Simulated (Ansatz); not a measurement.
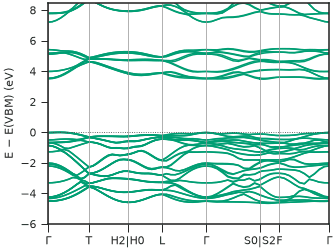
Figure: Band structure from PBEsol with spin–orbit coupling in the plane-wave PAW code Ansatz

The gap is 3.47 eV; an edge lies off the plotted path or next to a special point (maximum on the Γ–T line, 29 % of the way from Γ, minimum off the standard path).

The material is LiNbO$_{3}$ in space group R3c (No. 161; Li on 6a, Nb on 6a, O on 18b).

Symmetry was held in the PBEsol relaxation. The run is not spin-polarised.

Potentials: the earlier of the program's two PAW sets. The files were generated under PBE; for other functionals the program regenerates the frozen cores, and for LDA and PBEsol the local potential too.
